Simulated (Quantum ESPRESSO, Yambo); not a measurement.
# BaTiO3 (P4mm): a self-consistent loop beyond G0W0, cycle by cycle, part 2 of 2

Wanted: G0W0 and self-consistent gaps of BaTiO3 (P4mm), with the cost of the cycles.

Quantum ESPRESSO 7.5 and Yambo 5.3.0; PBE and many-body steps on it, plane waves. Known limits of the many-body steps: not at the basis limit; no spin-orbit coupling; coarse k mesh.

So far. Step 5 (evGW0, cycle 1): Against G0W0 in Yambo (4×4×4 mesh, 87 bands, screening to 95.2 eV, Godby-Needs plasmon pole), the gap moves by +0.306 eV. Step 6 (evGW0, cycle 2): Against the cycle before, the gap moves by +0.058 eV.

The database entry behind the starting cell differs from later determinations by our own check (c/a about 0.6 % short), so it need not match the best structure at ambient conditions.

**7. evGW0, cycle 3**

Level of this step: evGW0 on PBE, plane waves, norm-conserving pseudopotentials (Yambo).

The input, gw4.in:

```
HF_and_locXC
gw0
dyson
ppa
em1d
rim_cut
RandQpts= 1000000
RandGvec= 1 RL
EXXRLvcs= 76 Ry
VXCRLvcs= 304 Ry
Chimod= "HARTREE"
% BndsRnXp
 1 | 87 |
%
NGsBlkXp= 7 Ry
% LongDrXp
 1 | 1 | 1 |
%
% GbndRnge
 1 | 87 |
%
DysSolver= "n"
ExtendOut
PPAPntXp= 27.21138 eV
% QPkrange
 1 | 18 | 11 | 27 |
%
GfnQPdb= "E < ./gw3_fix/ndb.QP"
```

Started as:

```bash
OMP_NUM_THREADS=1 mpirun -n 4 yambo -F gw4.in -J gw4,gw1_W -C gw4 > gw4.log
```

Output:

```text
 Yambo, version 5.3.0

 [02] CORE Variables Setup
 =========================

  [... cell, symmetries and grids as in the set-up ...]

  [02.05] Energies & Occupations
  ==============================

  [X] === General ===
  [X] Electronic Temperature                        :  0.000000  0.000000 [eV K]
  [X] Bosonic    Temperature                        :  0.000000  0.000000 [eV K]
  [X] Finite Temperature mode                       : no
  [X] El. density                                   :  0.62226E+24 [cm-3]
[...]
Sx RL components                                 :   4945

   QP @ state[ 1 ] K range                          :   1  18
   QP @ state[ 1 ] b range                          :  11  27
   GF energies kind                                 : Perdew, Burke & Ernzerhof(X)+Perdew, Burke & Ernzerhof(C)+ E < ./gw1/ndb.QP + @E Fit+ E < ./gw2_fix/
   GF WF`s kind                                     : Perdew, Burke & Ernzerhof(X)+Perdew, Burke & Ernzerhof(C)
   Xs energies kind                                 : Perdew, Burke & Ernzerhof(X)+Perdew, Burke & Ernzerhof(C)
   Xs WF`s kind                                     : Perdew, Burke & Ernzerhof(X)+Perdew, Burke & Ernzerhof(C)

 [13] Game Over & Game summary
```

Wall time 11 min (4 MPI ranks of Arm Neoverse V1, shared host); peak memory 2.7 GiB.

This step gave:

```
quasiparticle gap on the mesh                         : 3.711 eV
gap of the density functional on the mesh             : 1.845 eV
k of the valence top                                  : -0.5, -0.5, -0.5
k of the conduction bottom                            : 0, 0, 0
least direct quasiparticle gap on the computed points : 4.052 eV
```

Against the cycle before, the gap moves by +0.011 eV.

The program's own table gives 4.076 eV, which is too large where the input levels are shifted: this version takes Σc at the unshifted level E₀, yet steps from the shifted one. The value above is the Newton step from E₀, E₀ + Z(Σc + Σx − Vxc), rebuilt from the printed columns.

**8. evGW0, cycle 4**

gw5.in, as its differences from gw4.in of step 7:

```diff
@@ -27,2 +27,2 @@
 %
-GfnQPdb= "E < ./gw3_fix/ndb.QP"
+GfnQPdb= "E < ./gw4_fix/ndb.QP"
```

Started as:

```bash
OMP_NUM_THREADS=1 mpirun -n 4 yambo -F gw5.in -J gw5,gw1_W -C gw5 > gw5.log
```

Output:

```text
 Yambo, version 5.3.0

 [02] CORE Variables Setup
 =========================

  [... cell, symmetries and grids as in the set-up ...]

  [02.05] Energies & Occupations
  ==============================

  [X] === General ===
  [X] Electronic Temperature                        :  0.000000  0.000000 [eV K]
  [X] Bosonic    Temperature                        :  0.000000  0.000000 [eV K]
  [X] Finite Temperature mode                       : no
  [X] El. density                                   :  0.62226E+24 [cm-3]
[...]
Sx RL components                                 :   4945

   QP @ state[ 1 ] K range                          :   1  18
   QP @ state[ 1 ] b range                          :  11  27
   GF energies kind                                 : Perdew, Burke & Ernzerhof(X)+Perdew, Burke & Ernzerhof(C)+ E < ./gw1/ndb.QP + @E Fit+ E < ./gw2_fix/
   GF WF`s kind                                     : Perdew, Burke & Ernzerhof(X)+Perdew, Burke & Ernzerhof(C)
   Xs energies kind                                 : Perdew, Burke & Ernzerhof(X)+Perdew, Burke & Ernzerhof(C)
   Xs WF`s kind                                     : Perdew, Burke & Ernzerhof(X)+Perdew, Burke & Ernzerhof(C)

 [13] Game Over & Game summary
```

Elapsed: 10 min, on 4 MPI ranks; peak memory 2.7 GiB; 42 min of CPU time.

This step gave:

| Item | Value |
| --- | --- |
| quasiparticle gap on the mesh | 3.713 eV |
| gap of the density functional on the mesh | 1.845 eV |
| k of the valence top | -0.5, -0.5, -0.5 |
| k of the conduction bottom | 0, 0, 0 |
| least direct quasiparticle gap on the computed points | 4.054 eV |

Against the cycle before, the gap moves by +0.002 eV.

The program's own table gives 4.080 eV, which is too large where the input levels are shifted: this version takes Σc at the unshifted level E₀, yet steps from the shifted one. The value above is the Newton step from E₀, E₀ + Z(Σc + Σx − Vxc), rebuilt from the printed columns.

**9. evGW, cycle 1**

This step: evGW on PBE, plane waves, norm-conserving pseudopotentials.

gw6.in, as its differences from gw5.in of step 8:

```diff
@@ -27,2 +27,3 @@
 %
-GfnQPdb= "E < ./gw4_fix/ndb.QP"
+GfnQPdb= "E < ./gw1/ndb.QP"
+XfnQPdb= "E < ./gw1/ndb.QP"
```

Started as:

```bash
OMP_NUM_THREADS=1 mpirun -n 4 yambo -F gw6.in -J gw6 -C gw6 > gw6.log
```

Output:

```text
 Yambo, version 5.3.0

 [02] CORE Variables Setup
 =========================

  [... cell, symmetries and grids as in the set-up ...]

  [02.05] Energies & Occupations
  ==============================

  [X] === General ===
  [X] Electronic Temperature                        :  0.000000  0.000000 [eV K]
  [X] Bosonic    Temperature                        :  0.000000  0.000000 [eV K]
  [X] Finite Temperature mode                       : no
  [X] El. density                                   :  0.62226E+24 [cm-3]
[...]
Sx RL components                                 :   4945

   QP @ state[ 1 ] K range                          :   1  18
   QP @ state[ 1 ] b range                          :  11  27
   GF energies kind                                 : Perdew, Burke & Ernzerhof(X)+Perdew, Burke & Ernzerhof(C)+ E < ./gw1/ndb.QP + @E Fit
   GF WF`s kind                                     : Perdew, Burke & Ernzerhof(X)+Perdew, Burke & Ernzerhof(C)
   Xs energies kind                                 : Perdew, Burke & Ernzerhof(X)+Perdew, Burke & Ernzerhof(C)
   Xs WF`s kind                                     : Perdew, Burke & Ernzerhof(X)+Perdew, Burke & Ernzerhof(C)

 [15] Game Over & Game summary
```

Elapsed: 12 min, on 4 MPI ranks; peak memory 2.8 GiB.

Numbers from this step:

| Quantity | Value |
| --- | --- |
| quasiparticle gap on the mesh | 4.042 eV |
| gap of the density functional on the mesh | 1.845 eV |
| k of the valence top | -0.5, -0.5, -0.5 |
| k of the conduction bottom | 0, 0, 0 |
| least direct quasiparticle gap on the computed points | 4.363 eV |

Against G0W0 in Yambo (4×4×4 mesh, 87 bands, screening to 95.2 eV, Godby-Needs plasmon pole), the gap moves by +0.706 eV.

The program's own table gives 4.315 eV, which is too large where the input levels are shifted: this version takes Σc at the unshifted level E₀, yet steps from the shifted one. The value above is the Newton step from E₀, E₀ + Z(Σc + Σx − Vxc), rebuilt from the printed columns.

**10. evGW, cycle 2**

gw7.in, as its differences from gw6.in of step 9:

```diff
@@ -27,3 +27,3 @@
 %
-GfnQPdb= "E < ./gw1/ndb.QP"
-XfnQPdb= "E < ./gw1/ndb.QP"
+GfnQPdb= "E < ./gw6_fix/ndb.QP"
+XfnQPdb= "E < ./gw6_fix/ndb.QP"
```

Started as:

```bash
OMP_NUM_THREADS=1 mpirun -n 4 yambo -F gw7.in -J gw7 -C gw7 > gw7.log
```

Output:

```text
 Yambo, version 5.3.0

 [02] CORE Variables Setup
 =========================

  [... cell, symmetries and grids as in the set-up ...]

  [02.05] Energies & Occupations
  ==============================

  [X] === General ===
  [X] Electronic Temperature                        :  0.000000  0.000000 [eV K]
  [X] Bosonic    Temperature                        :  0.000000  0.000000 [eV K]
  [X] Finite Temperature mode                       : no
  [X] El. density                                   :  0.62226E+24 [cm-3]
[...]
Sx RL components                                 :   4945

   QP @ state[ 1 ] K range                          :   1  18
   QP @ state[ 1 ] b range                          :  11  27
   GF energies kind                                 : Perdew, Burke & Ernzerhof(X)+Perdew, Burke & Ernzerhof(C)+ E < ./gw1/ndb.QP + @E Fit+ E < ./gw6_fix/
   GF WF`s kind                                     : Perdew, Burke & Ernzerhof(X)+Perdew, Burke & Ernzerhof(C)
   Xs energies kind                                 : Perdew, Burke & Ernzerhof(X)+Perdew, Burke & Ernzerhof(C)
   Xs WF`s kind                                     : Perdew, Burke & Ernzerhof(X)+Perdew, Burke & Ernzerhof(C)

 [15] Game Over & Game summary
```

It took 12 min on 4 MPI ranks; peak memory 2.8 GiB.

This step gave:

| Quantity | Value |
| --- | --- |
| quasiparticle gap on the mesh | 4.296 eV |
| gap of the density functional on the mesh | 1.845 eV |
| k of the valence top | -0.5, -0.5, -0.5 |
| k of the conduction bottom | 0, 0, 0 |
| least direct quasiparticle gap on the computed points | 4.605 eV |

Against the cycle before, the gap moves by +0.254 eV.

The program's own table gives 4.670 eV, which is too large where the input levels are shifted: this version takes Σc at the unshifted level E₀, yet steps from the shifted one. The value above is the Newton step from E₀, E₀ + Z(Σc + Σx − Vxc), rebuilt from the printed columns.

**11. evGW, cycle 3**

gw8.in, as its differences from gw7.in of step 10:

```diff
@@ -27,3 +27,3 @@
 %
-GfnQPdb= "E < ./gw6_fix/ndb.QP"
-XfnQPdb= "E < ./gw6_fix/ndb.QP"
+GfnQPdb= "E < ./gw7_fix/ndb.QP"
+XfnQPdb= "E < ./gw7_fix/ndb.QP"
```

Started as:

```bash
OMP_NUM_THREADS=1 mpirun -n 4 yambo -F gw8.in -J gw8 -C gw8 > gw8.log
```

Output:

```text
 Yambo, version 5.3.0

 [02] CORE Variables Setup
 =========================

  [... cell, symmetries and grids as in the set-up ...]

  [02.05] Energies & Occupations
  ==============================

  [X] === General ===
  [X] Electronic Temperature                        :  0.000000  0.000000 [eV K]
  [X] Bosonic    Temperature                        :  0.000000  0.000000 [eV K]
  [X] Finite Temperature mode                       : no
  [X] El. density                                   :  0.62226E+24 [cm-3]
[...]
Sx RL components                                 :   4945

   QP @ state[ 1 ] K range                          :   1  18
   QP @ state[ 1 ] b range                          :  11  27
   GF energies kind                                 : Perdew, Burke & Ernzerhof(X)+Perdew, Burke & Ernzerhof(C)+ E < ./gw1/ndb.QP + @E Fit+ E < ./gw6_fix/
   GF WF`s kind                                     : Perdew, Burke & Ernzerhof(X)+Perdew, Burke & Ernzerhof(C)
   Xs energies kind                                 : Perdew, Burke & Ernzerhof(X)+Perdew, Burke & Ernzerhof(C)
   Xs WF`s kind                                     : Perdew, Burke & Ernzerhof(X)+Perdew, Burke & Ernzerhof(C)

 [15] Game Over & Game summary
```

Wall time 13 min (4 MPI ranks); peak memory 2.8 GiB; 51 min of CPU time.

This step gave:

```
quasiparticle gap on the mesh                         : 4.379 eV
gap of the density functional on the mesh             : 1.845 eV
k of the valence top                                  : -0.5, -0.5, -0.5
k of the conduction bottom                            : 0, 0, 0
least direct quasiparticle gap on the computed points : 4.685 eV
```

Against the cycle before, the gap moves by +0.083 eV.

The program's own table gives 4.787 eV, which is too large where the input levels are shifted: this version takes Σc at the unshifted level E₀, yet steps from the shifted one. The value above is the Newton step from E₀, E₀ + Z(Σc + Σx − Vxc), rebuilt from the printed columns.

**12. evGW, cycle 4**

gw9.in, as its differences from gw8.in of step 11:

```diff
@@ -27,3 +27,3 @@
 %
-GfnQPdb= "E < ./gw7_fix/ndb.QP"
-XfnQPdb= "E < ./gw7_fix/ndb.QP"
+GfnQPdb= "E < ./gw8_fix/ndb.QP"
+XfnQPdb= "E < ./gw8_fix/ndb.QP"
```

Started as:

```bash
OMP_NUM_THREADS=1 mpirun -n 4 yambo -F gw9.in -J gw9 -C gw9 > gw9.log
```

Output:

```text
 Yambo, version 5.3.0

 [02] CORE Variables Setup
 =========================

  [... cell, symmetries and grids as in the set-up ...]

  [02.05] Energies & Occupations
  ==============================

  [X] === General ===
  [X] Electronic Temperature                        :  0.000000  0.000000 [eV K]
  [X] Bosonic    Temperature                        :  0.000000  0.000000 [eV K]
  [X] Finite Temperature mode                       : no
  [X] El. density                                   :  0.62226E+24 [cm-3]
[...]
Sx RL components                                 :   4945

   QP @ state[ 1 ] K range                          :   1  18
   QP @ state[ 1 ] b range                          :  11  27
   GF energies kind                                 : Perdew, Burke & Ernzerhof(X)+Perdew, Burke & Ernzerhof(C)+ E < ./gw1/ndb.QP + @E Fit+ E < ./gw6_fix/
   GF WF`s kind                                     : Perdew, Burke & Ernzerhof(X)+Perdew, Burke & Ernzerhof(C)
   Xs energies kind                                 : Perdew, Burke & Ernzerhof(X)+Perdew, Burke & Ernzerhof(C)
   Xs WF`s kind                                     : Perdew, Burke & Ernzerhof(X)+Perdew, Burke & Ernzerhof(C)

 [15] Game Over & Game summary
```

Wall time 13 min (4 MPI ranks); peak memory 2.8 GiB.

Numbers from this step:

```
quasiparticle gap on the mesh                         : 4.405 eV
gap of the density functional on the mesh             : 1.845 eV
k of the valence top                                  : -0.5, -0.5, -0.5
k of the conduction bottom                            : 0, 0, 0
least direct quasiparticle gap on the computed points : 4.709 eV
```

Against the cycle before, the gap moves by +0.026 eV.

The program's own table gives 4.824 eV, which is too large where the input levels are shifted: this version takes Σc at the unshifted level E₀, yet steps from the shifted one. The value above is the Newton step from E₀, E₀ + Z(Σc + Σx − Vxc), rebuilt from the printed columns.

**13. evGW, cycle 5**

gw10.in, as its differences from gw9.in of step 12:

```diff
@@ -27,3 +27,3 @@
 %
-GfnQPdb= "E < ./gw8_fix/ndb.QP"
-XfnQPdb= "E < ./gw8_fix/ndb.QP"
+GfnQPdb= "E < ./gw9_fix/ndb.QP"
+XfnQPdb= "E < ./gw9_fix/ndb.QP"
```

Started as:

```bash
OMP_NUM_THREADS=1 mpirun -n 4 yambo -F gw10.in -J gw10 -C gw10 > gw10.log
```

Output:

```text
 Yambo, version 5.3.0

 [02] CORE Variables Setup
 =========================

  [... cell, symmetries and grids as in the set-up ...]

  [02.05] Energies & Occupations
  ==============================

  [X] === General ===
  [X] Electronic Temperature                        :  0.000000  0.000000 [eV K]
  [X] Bosonic    Temperature                        :  0.000000  0.000000 [eV K]
  [X] Finite Temperature mode                       : no
  [X] El. density                                   :  0.62226E+24 [cm-3]
[...]
Sx RL components                                 :   4945

   QP @ state[ 1 ] K range                          :   1  18
   QP @ state[ 1 ] b range                          :  11  27
   GF energies kind                                 : Perdew, Burke & Ernzerhof(X)+Perdew, Burke & Ernzerhof(C)+ E < ./gw1/ndb.QP + @E Fit+ E < ./gw6_fix/
   GF WF`s kind                                     : Perdew, Burke & Ernzerhof(X)+Perdew, Burke & Ernzerhof(C)
   Xs energies kind                                 : Perdew, Burke & Ernzerhof(X)+Perdew, Burke & Ernzerhof(C)
   Xs WF`s kind                                     : Perdew, Burke & Ernzerhof(X)+Perdew, Burke & Ernzerhof(C)

 [15] Game Over & Game summary
```

It took 13 min on 4 MPI ranks; peak memory 2.8 GiB; 53 min of CPU time.

Numbers from this step:

```
quasiparticle gap on the mesh                         : 4.413 eV
gap of the density functional on the mesh             : 1.845 eV
k of the valence top                                  : -0.5, -0.5, -0.5
k of the conduction bottom                            : 0, 0, 0
least direct quasiparticle gap on the computed points : 4.717 eV
```

Against the cycle before, the gap moves by +0.008 eV.

The program's own table gives 4.835 eV, which is too large where the input levels are shifted: this version takes Σc at the unshifted level E₀, yet steps from the shifted one. The value above is the Newton step from E₀, E₀ + Z(Σc + Σx − Vxc), rebuilt from the printed columns.

**14. The runs together**

Times are wall times on 4 MPI ranks of Arm Neoverse V1, shared host, good to a factor of about two.

```csv
run,mesh,bands,screening cutoff (eV),DFT gap (eV),gap on the mesh (eV),direct (eV),time
G0W0,4×4×4,87,95.2,1.845,3.336,3.682,12 min
"evGW0, cycle 1",4×4×4,87,95.2,1.845,3.642,3.984,11 min
"evGW0, cycle 2",4×4×4,87,95.2,1.845,3.700,4.041,11 min
"evGW0, cycle 3",4×4×4,87,95.2,1.845,3.711,4.052,11 min
"evGW0, cycle 4",4×4×4,87,95.2,1.845,3.713,4.054,10 min
"evGW, cycle 1",4×4×4,87,95.2,1.845,4.042,4.363,12 min
"evGW, cycle 2",4×4×4,87,95.2,1.845,4.296,4.605,12 min
"evGW, cycle 3",4×4×4,87,95.2,1.845,4.379,4.685,13 min
"evGW, cycle 4",4×4×4,87,95.2,1.845,4.405,4.709,13 min
"evGW, cycle 5",4×4×4,87,95.2,1.845,4.413,4.717,13 min
```

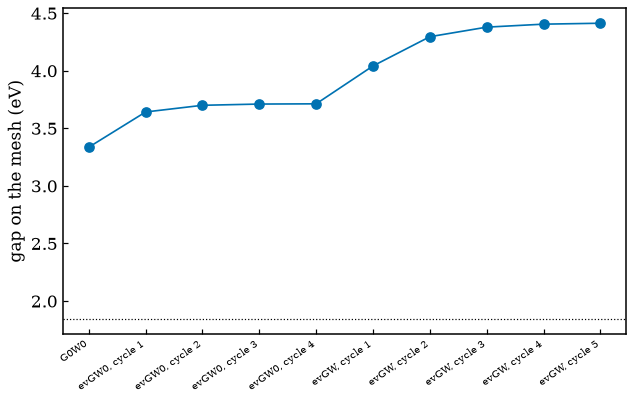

The gap through the cycles; the dotted line is the starting gap.

**15. Summary of results**

| Property | Result |
| --- | --- |
| G0W0 | 3.336 eV |
| evGW0, cycle 1 | 3.642 eV |
| evGW0, cycle 2 | 3.700 eV |
| evGW0, cycle 3 | 3.711 eV |
| evGW0, cycle 4 | 3.713 eV |
| evGW, cycle 1 | 4.042 eV |
| evGW, cycle 2 | 4.296 eV |
| evGW, cycle 3 | 4.379 eV |
| evGW, cycle 4 | 4.405 eV |
| evGW, cycle 5 | 4.413 eV |
| known limits | not at the basis limit; no spin-orbit coupling; coarse k mesh |

**Reading.** evGW0 ends at 3.71 eV, +0.38 eV from G0W0, after 4 cycles that took 43 min beside the first screening; the last moved the gap by 0.002 eV. evGW ends at 4.41 eV, +1.08 eV from G0W0, after 5 cycles that took 64 min beside the first screening; the last moved the gap by 0.008 eV. Bands and cutoff are finite, so the gap is not at the basis limit. The miss can reach some tenths of an eV and take either sign; the mesh is an error of its own. The 4×4×4 mesh is coarse for this cell, which bears on the long-range parts of exchange and screening. The many-body steps are scalar-relativistic: spin-orbit coupling is not in them.

[Paths, hosts, dates, memory and timing lines, banners, echoed tables and standing remarks are left out of the program output.]

[Logs are printed without paths, hosts, clocks, repeated set-up lines and the standing remarks that a program may print on its own settings, such as how far it seeks lower states.]

[Runs of the session that timed out or met a known fault of the program may be left out.]

[Hosts, paths, dates, database ids (printed as entryN), source tags and the programs' standing remarks are cut or masked in the printed files.]
